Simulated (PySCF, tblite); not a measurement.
# C₂H₁₀NO₂Si₂ radical: geometry, infrared bands and EPR parameters

Aim: predict the infrared bands and EPR parameters of C₂H₁₀NO₂Si₂ radical (`[CH2]N(C)[Si@@H](O)O[SiH3]`).

Computed with tblite 0.8.0 and PySCF 2.14.0, with density-fitted response routines of our own, on a single molecule in the gas phase. Atoms count from 0, in the outputs and in this text.

## 1. Starting geometry

17 atoms, charge 0, multiplicity 2; geometry from: force field or distance geometry start.

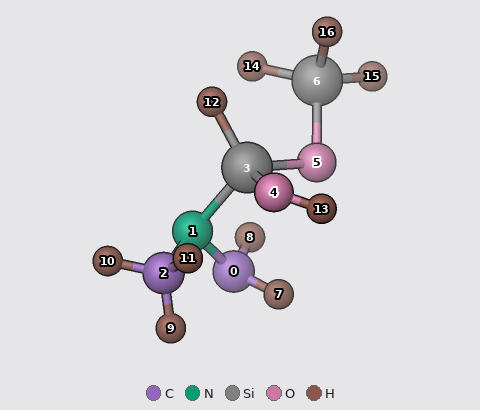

The starting geometry (carbon purple, nitrogen teal, silicon grey, oxygen pink, hydrogen brown), atoms numbered.

## 2. Geometry optimisation with GFN2-xTB

What the job is given:

```
{"job": {"kind": "relax", "xc": "GFN2-xTB", "basis": "xTB"}, "charge": 0, "multiplicity": 2}
C     -1.049000    -1.468900     1.029000
N     -1.145500    -0.610500    -0.148500
C     -2.420400     0.059200    -0.213500
Si     0.168800     0.614200    -0.052200
O     -0.423100     2.100800     0.542300
O      1.305100    -0.045800     1.076300
Si     2.776700    -0.303800     0.206700
H     -1.093200    -0.874500     1.967000
H     -0.092900    -2.023800     0.963100
H     -3.133100    -0.332200     0.541400
H     -2.835600    -0.088600    -1.242600
H     -2.244900     1.151700    -0.063000
H      0.807600     0.765900    -1.357400
H     -0.171100     2.223400     1.491000
H      2.532200    -1.178000    -0.940100
H      3.727300    -0.974900     1.108200
H      3.284000     0.997700    -0.268100
```

Launch:

```bash
> OMP_NUM_THREADS=1 python probes_run.py task.json out
```

One launch serves the whole session: the jobs run in the order shown.

Log:

```text
step      E/eV     max force
  0    -651.34074    3.167
  1    -651.74788    2.196
  2    -652.04182    1.186
  3    -652.12596    0.909
  4    -652.22955    0.932
  5    -652.27872    0.953
  6    -652.43487    0.738
  7    -652.48274    0.562
  8    -652.54674    0.588
  9    -652.60750    0.764
 10    -652.71109    0.818
 11    -652.81917    0.916
 12    -652.90955    0.849
 13    -652.99917    0.657
 14    -653.04275    1.134
 15    -653.07081    0.569
 16    -653.09642    0.283
 17    -653.11563    0.382
 18    -653.13245    0.354
 19    -653.15402    0.323
 20    -653.17138    0.254
 21    -653.18572    0.316
 22    -653.19897    0.326
 23    -653.21374    0.314
 24    -653.22548    0.295
 25    -653.23534    0.217
 26    -653.24225    0.200
 27    -653.25072    0.230
 28    -653.25587    0.175
 29    -653.26001    0.183
 30    -653.26371    0.215
 31    -653.26810    0.185
 32    -653.27248    0.196
 33    -653.27622    0.143
 34    -653.27954    0.203
 35    -653.28236    0.137
 36    -653.28567    0.121
 37    -653.28768    0.110
 38    -653.28990    0.132
 39    -653.29168    0.109
 40    -653.29326    0.083
 41    -653.29449    0.081
 42    -653.29562    0.088
 43    -653.29681    0.095
 44    -653.29813    0.099
 45    -653.29930    0.099
 46    -653.30041    0.088
 47    -653.30149    0.075
 48    -653.30275    0.077
 49    -653.30366    0.071
 50    -653.30450    0.069
 51    -653.30525    0.067
 52    -653.30617    0.078
 53    -653.30732    0.079
 54    -653.30869    0.153
 55    -653.30991    0.092
 56    -653.31163    0.099
 57    -653.31422    0.108
 58    -653.31655    0.100
 59    -653.31902    0.119
 60    -653.32219    0.128
 61    -653.32484    0.147
 62    -653.32764    0.168
 63    -653.33047    0.122
 64    -653.33212    0.137
 65    -653.33315    0.210
 66    -653.33419    0.085
 67    -653.33497    0.056
 68    -653.33584    0.078
 69    -653.33668    0.079
 70    -653.33754    0.075
 71    -653.33809    0.050
 72    -653.33850    0.059
 73    -653.33899    0.060
 74    -653.33974    0.055
 75    -653.34046    0.062
 76    -653.34114    0.083
 77    -653.34179    0.097
 78    -653.34272    0.095
 79    -653.34438    0.093
 80    -653.34708    0.107
 81    -653.35063    0.160
 82    -653.35335    0.165
 83    -653.35657    0.184
 84    -653.35815    0.080
 85    -653.35947    0.107
 86    -653.35979    0.191
 87    -653.36213    0.089
 88    -653.36333    0.089
 89    -653.36407    0.058
 90    -653.36443    0.045
 91    -653.36506    0.064
 92    -653.36574    0.069
 93    -653.36624    0.075
 94    -653.36691    0.090
 95    -653.36760    0.086
 96    -653.36818    0.052
 97    -653.36846    0.038
 98    -653.36859    0.027
 99    -653.36870    0.030
100    -653.36883    0.027
101    -653.36899    0.032
102    -653.36915    0.027
103    -653.36932    0.025
104    -653.36947    0.023
105    -653.36959    0.023
106    -653.36973    0.033
107    -653.36990    0.029
108    -653.37013    0.029
109    -653.37037    0.039
110    -653.37063    0.034
111    -653.37092    0.034
112    -653.37130    0.035
113    -653.37157    0.035
114    -653.37183    0.032
115    -653.37209    0.036
116    -653.37235    0.031
117    -653.37258    0.041
118    -653.37282    0.050
119    -653.37310    0.059
120    -653.37362    0.072
121    -653.37492    0.072
122    -653.37564    0.061
123    -653.37602    0.030
124    -653.37611    0.030
125    -653.37621    0.023
126    -653.37633    0.024
127    -653.37649    0.029
128    -653.37668    0.022
129    -653.37677    0.018
130    -653.37682    0.016
131    -653.37686    0.019
132    -653.37693    0.023
133    -653.37706    0.030
134    -653.37722    0.032
135    -653.37734    0.023
136    -653.37740    0.016
137    -653.37744    0.013
138    -653.37747    0.015
139    -653.37753    0.022
140    -653.37761    0.026
141    -653.37773    0.032
142    -653.37786    0.027
143    -653.37798    0.021
144    -653.37805    0.020
145    -653.37810    0.016
146    -653.37815    0.029
147    -653.37821    0.023
148    -653.37828    0.027
149    -653.37843    0.023
150    -653.37852    0.025
151    -653.37862    0.029
152    -653.37868    0.022
153    -653.37874    0.015
154    -653.37879    0.012
155    -653.37883    0.033
156    -653.37885    0.018
157    -653.37888    0.013
158    -653.37893    0.026
159    -653.37896    0.026
160    -653.37904    0.026
161    -653.37914    0.027
162    -653.37929    0.046
163    -653.37945    0.067
164    -653.37521    0.610
165    -653.37967    0.038
166    -653.37977    0.033
167    -653.38026    0.109
168    -653.38043    0.025
169    -653.38065    0.024
170    -653.38075    0.185
171    -653.38106    0.036
172    -653.38125    0.025
173    -653.38131    0.239
174    -653.38191    0.037
175    -653.38223    0.034
176    -653.38281    0.200
177    -653.38325    0.048
178    -653.38345    0.044
179    -653.38373    0.107
180    -653.38390    0.039
181    -653.38400    0.019
182    -653.38412    0.024
183    -653.38423    0.027
184    -653.38442    0.046
185    -653.38469    0.055
186    -653.38510    0.056
187    -653.38558    0.054
188    -653.38601    0.049
189    -653.38624    0.033
190    -653.38622    0.134
191    -653.38647    0.025
192    -653.38654    0.014
193    -653.38661    0.017
194    -653.38671    0.031
195    -653.38677    0.024
196    -653.38692    0.026
197    -653.38707    0.032
198    -653.38725    0.034
199    -653.38741    0.027
200    -653.38758    0.030
201    -653.38775    0.035
202    -653.38784    0.070
203    -653.38807    0.046
204    -653.38824    0.032
205    -653.38837    0.035
206    -653.38851    0.027
207    -653.38866    0.029
208    -653.38886    0.048
209    -653.38910    0.049
210    -653.38934    0.047
211    -653.38951    0.043
212    -653.38964    0.032
213    -653.38971    0.039
214    -653.38977    0.027
215    -653.38987    0.023
216    -653.38999    0.024
217    -653.39010    0.021
218    -653.39019    0.028
219    -653.39028    0.039
220    -653.39036    0.033
221    -653.39043    0.033
222    -653.39047    0.021
223    -653.39050    0.011
224    -653.39052    0.019
225    -653.39053    0.011
226    -653.39054    0.009
```

Run time: 1.4 s. Hardware: 1 thread of Arm Neoverse V2, shared host.

Relaxation path: (not every step is listed)

```
step  energy from step 0 (eV)  largest force (eV/Å)
   0                   0.0000                3.1668
   1                  -0.4071                2.1960
   2                  -0.7011                1.1859
   3                  -0.7852                0.9094
   4                  -0.8888                0.9319
   5                  -0.9380                0.9534
   6                  -1.0941                0.7377
   7                  -1.1420                0.5620
   8                  -1.2060                0.5876
  29                  -1.9193                0.1832
  50                  -1.9638                0.0692
  71                  -1.9973                0.0498
  92                  -2.0250                0.0687
 113                  -2.0308                0.0349
 134                  -2.0365                0.0318
 155                  -2.0381                0.0333
 176                  -2.0421                0.2001
 197                  -2.0463                0.0321
 218                  -2.0494                0.0279
 221                  -2.0497                0.0325
 222                  -2.0497                0.0215
 223                  -2.0498                0.0106
 224                  -2.0498                0.0186
 225                  -2.0498                0.0107
 226                  -2.0498                0.0095
```

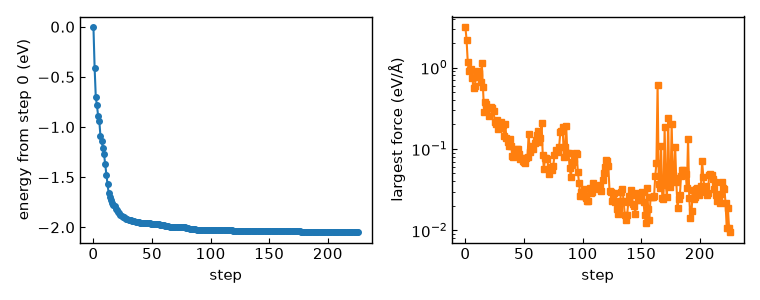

Energy and force, step by step.

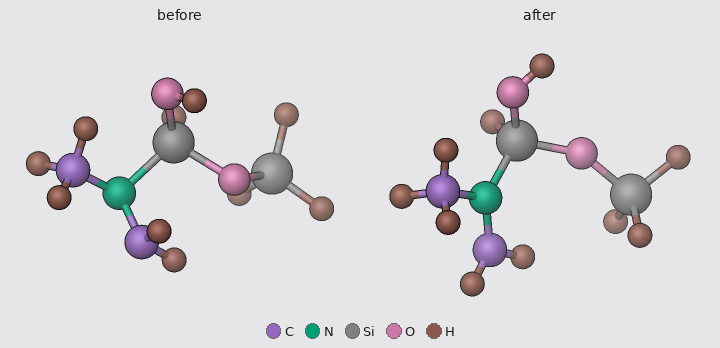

The geometry before (left) and after (right).

Close pairs (by a distance rule), those that changed most:

```csv
bond,before (Å),after (Å),change (Å)
Si3–O5,1.732,1.620,-0.112
O5–Si6,1.729,1.620,-0.109
C0–N1,1.460,1.374,-0.087
Si3–O4,1.707,1.624,-0.083
N1–Si3,1.799,1.728,-0.071
C0–H7,1.111,1.073,-0.039
O4–H13,0.989,0.953,-0.037
C0–H8,1.107,1.071,-0.036
```

The next job starts from the end point, and lists it.

## 3. Harmonic vibrations with GFN2-xTB

What the job is given:

```
{"job": {"kind": "ir", "xc": "GFN2-xTB", "basis": "xTB"}, "charge": 0, "multiplicity": 2}
C     -0.786930    -1.621136     0.247050
N     -1.028037    -0.268748     0.260863
C     -2.378252     0.119012     0.597335
Si     0.067959     0.869130    -0.440085
O     -0.431661     2.318993     0.094449
O      1.579394     0.597437     0.075853
Si     2.768878    -0.394871     0.549354
H     -1.467596    -2.261820     0.773254
H      0.217880    -1.941585     0.060385
H     -2.669853    -0.331249     1.548576
H     -3.082709    -0.211215    -0.171253
H     -2.428958     1.200037     0.679443
H      0.130759     0.852692    -1.898441
H      0.220670     2.995229     0.251466
H      2.940488    -1.435314    -0.464482
H      2.415464    -0.969464     1.846291
H      3.925504     0.494900     0.629495
```

Log:

```text
mode    cm-1     km/mol
  1      42.1      0.91
  2      63.5      1.94
  3      79.1      1.56
  4      98.3      0.87
  5     135.3     38.21
  6     146.6     40.40
  7     184.2     14.08
  8     227.6      6.81
  9     244.0     22.39
 10     292.9     61.46
 11     319.5      5.13
 12     332.4     10.34
 13     397.2     23.52
 14     437.8     49.28
 15     569.1     12.38
 16     602.9     88.84
 17     630.0     62.19
 18     671.3     65.10
 19     714.5     71.07
 20     723.0    165.18
 21     772.4    219.75
 22     783.3    251.48
 23     805.7    718.25
 24     851.0     64.71
 25     908.9    180.13
 26    1007.4     20.88
 27    1072.8    120.64
 28    1090.2    454.34
 29    1097.0     40.58
 30    1258.4     68.40
 31    1346.3     12.91
 32    1409.2      3.98
 33    1431.2      7.08
 34    1475.2      5.24
 35    1491.4      7.97
 36    2245.5    329.26
 37    2257.1    367.76
 38    2274.1    138.51
 39    2278.6    307.05
 40    2935.8     48.49
 41    2969.8     45.53
 42    3061.7     11.83
 43    3121.8     29.42
 44    3173.8     62.32
 45    3690.6     37.29
```

It took 0.52 s on 1 thread of Arm Neoverse V2, shared host.

The strongest bands and the atoms that carry them (share of the mass-weighted mode):

| cm⁻¹ | km/mol | atoms |
| --- | --- | --- |
| 772 | 219.8 | H16 58 %, H15 22 %, H14 14 % |
| 783 | 251.5 | H14 48 %, H15 41 % |
| 806 | 718.2 | H16 26 %, H14 21 %, H15 19 %, H13 18 % |
| 909 | 180.1 | O4 50 %, Si3 41 % |
| 1090 | 454.3 | O5 64 % |
| 2246 | 329.3 | H14 71 %, H15 22 % |
| 2257 | 367.8 | H16 44 %, H15 44 % |
| 2279 | 307.1 | H12 90 % |

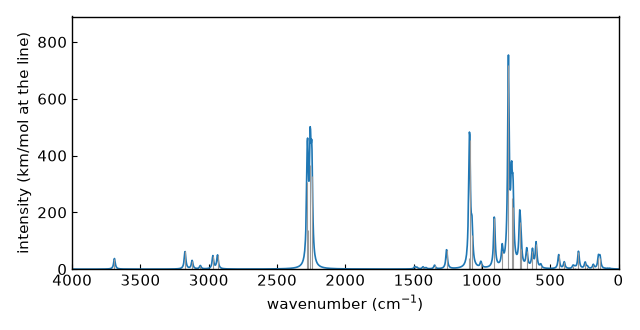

The infrared spectrum from these modes, unscaled. Lines are broadened to a width of 14 cm⁻¹ (Lorentzian).

## 4. g tensor and hyperfine couplings: B3LYP/pcH-1

Same as in step 3 but for these lines:

```diff
@@ -1,2 +1,2 @@
-{"job": {"kind": "ir", "xc": "GFN2-xTB", "basis": "xTB"}, "charge": 0, "multiplicity": 2}
+{"job": {"kind": "epr", "basis": "pcH-1"}, "charge": 0, "multiplicity": 2}
 C     -0.786930    -1.621136     0.247050
```

Level: UKS B3LYP, pcH-1 on C H N O Si, non-relativistic, mean-field spin-orbit, GIAO.

Log:

```text
UKS, coarse grid
  cycle   1  E = -866.33435074  |g| = 8.09e-01
  cycle   2  E = -865.96046833  |g| = 1.29e+00
  cycle   3  E = -866.54679500  |g| = 1.05e-01
  cycle   4  E = -866.54994731  |g| = 6.00e-02
  cycle   5  E = -866.55129364  |g| = 1.46e-02
  cycle   6  E = -866.55136302  |g| = 5.18e-03
  cycle   7  E = -866.55137439  |g| = 1.05e-03
  cycle   8  E = -866.55137483  |g| = 4.90e-04
UKS, final grid
  cycle   1  E = -866.55145783  |g| = 5.77e-04
  cycle   2  E = -866.55145765  |g| = 8.87e-04
  cycle   3  E = -866.55145799  |g| = 7.85e-05
  cycle   4  E = -866.55145800  |g| = 3.76e-05
  cycle   5  E = -866.55145800  |g| = 1.46e-05
E = -866.55145800 Eh   <S^2> = 0.7532 (exact 0.7500)
g shifts (ppm)      1          2          3
  rmc          -161       -161       -161
  gc              1         39         30
  oz_so          15        618       1263
  total        -145        496       1132
hyperfine (MHz)  atom isotope    a_iso     a_fc   dipolar eigenvalues
    0   13C      98.86      98.93    -66.52    -65.95    132.46
    1   14N       5.47       5.50    -12.01    -11.40     23.42
    2   13C      -7.58      -7.58     -1.72     -0.67      2.39
    3  29Si       7.12       7.09     -4.35      1.77      2.58
    4   17O      -0.03      -0.03     -1.45      0.47      0.98
    5   17O      -2.83      -2.83     -0.53      0.08      0.45
    6  29Si      -1.13      -1.13     -0.43      0.17      0.26
    7    1H     -42.79     -42.81    -32.32      0.68     31.64
    8    1H     -42.35     -42.37    -32.21      0.10     32.11
    9    1H      18.65      18.65     -3.55     -3.00      6.56
   10    1H      24.13      24.13     -3.89     -2.81      6.70
   11    1H      -0.94      -0.94     -3.24     -2.55      5.80
   12    1H       5.36       5.36     -2.32     -1.96      4.28
   13    1H      -0.64      -0.65     -1.27     -1.08      2.35
   14    1H      -0.21      -0.21     -1.13     -1.12      2.25
   15    1H       1.24       1.24     -1.50     -1.31      2.80
   16    1H       1.54       1.54     -0.53     -0.52      1.05
```

It took 98 s on 1 thread of Arm Neoverse V2, shared host; peak memory 1.1 GiB.

Principal g values 2.00217, 2.00281, 2.00345; g(iso) = 2.00281, against 2.00232 for a free electron.

Hyperfine couplings; where a row names several nuclei, a(iso) is their mean (it holds for fast rotation or exchange) and the dipolar term the largest among them:

```csv
nuclei,isotope,a(iso) (MHz),"a(iso) (G, at g = 2.0023)",largest dipolar term (MHz)
C0,13C,98.9,35.3,132.5
"H7, H8",1H,-42.6,-15.2,-32.3
"H9, H10, H11",1H,13.9,5.0,6.7
C2,13C,-7.6,-2.7,2.4
Si3,29Si,7.1,2.5,-4.4
N1,14N,5.5,2.0,23.4
H12,1H,5.4,1.9,4.3
O5,17O,-2.8,-1.0,-0.5
Si6,29Si,-1.1,-0.4,-0.4
"H14, H15, H16",1H,0.9,0.3,2.8
H13,1H,-0.6,-0.2,2.4
O4,17O,0.0,0.0,-1.5
```

Mulliken spin populations:

C0 0.87; N1 0.15; C2 -0.02; Si3 0.02; O4 0.00; O5 0.00; Si6 0.00; H7 -0.03; H8 -0.03; H9 0.02; H10 0.02; H11 0.00; H12 0.01; H13 0.00; H14 0.00; H15 0.00; H16 0.00

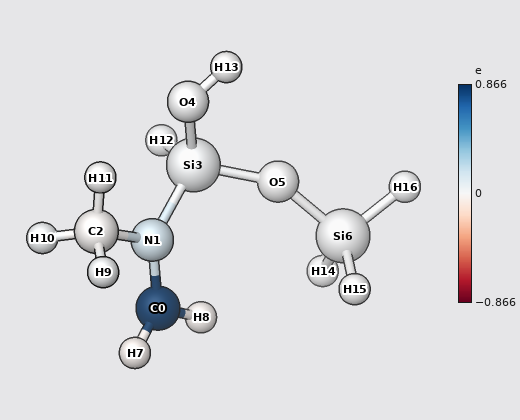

Mulliken spin populations, as colours on the atoms.

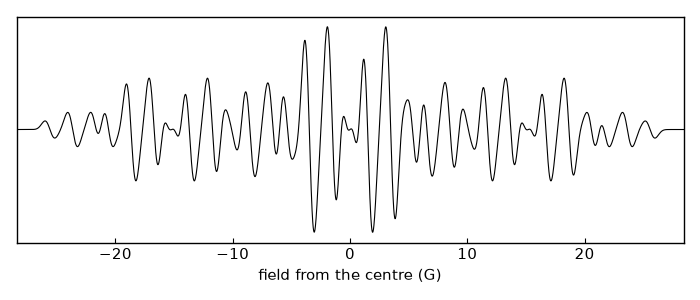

First-order isotropic spectrum (first derivative, main isotopes with spin only, couplings over 0.8 MHz, Gaussian width 0.3 G; couplings of the frozen geometry, rotation of groups not averaged beyond the rows shown).

Orbitals, density, ELF and potential are computed afterwards from the orbital file.

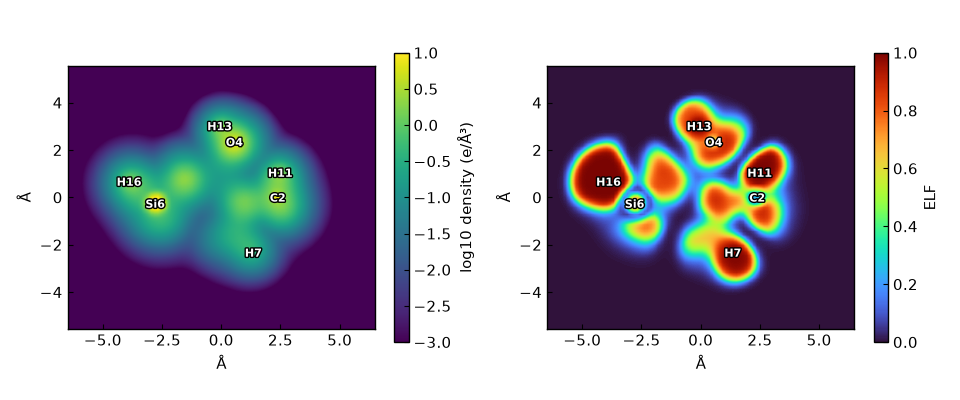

Density (left) and ELF (right) in a plane through or near 7 of the atoms.

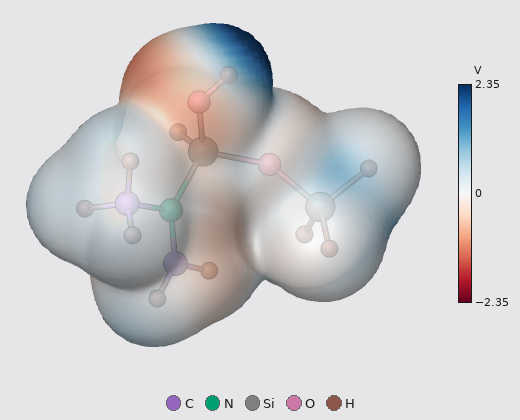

Electrostatic potential on the surface of density 0.002 e/bohr³; red is low, blue high. It runs from -1.00 V near O4 to 2.35 V near H13.

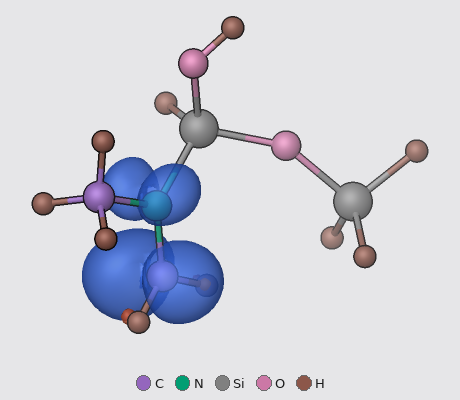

Spin density at ±0.04 e/Å³ (alpha excess blue, beta excess red).

## 5. What came out

| quantity | value |
| --- | --- |
| strongest single infrared mode (GFN2-xTB) | 806 cm⁻¹, 718 km/mol |
| zero-point energy (GFN2-xTB) | 73.9 kcal/mol |
| g(iso) (B3LYP) | 2.00281 |
| ⟨S²⟩ | 0.753 (exact 0.75) |
| largest a(iso) (averaged by class) | 13C on C0, 98.9 MHz |
| surface potential, least and greatest | -1.00 V and 2.35 V |

Relaxing lowered the energy by 2.050 eV in 226 steps; the close pair that moved most is Si3–O5, from 1.732 to 1.620 Å. No mode is imaginary among the 45: a minimum at this level. The strongest single mode, at 806 cm⁻¹, has its largest shares on H16, H14, H15 and H13 (the list is cut at 4 atoms). Unscaled tight-binding wavenumbers are off by several per cent, some by more. Its intensities can rank the bands wrongly. Most of the unpaired spin sits on C0 (0.87 e). The isotropic g lies 0.5 ppt above the free-electron value.
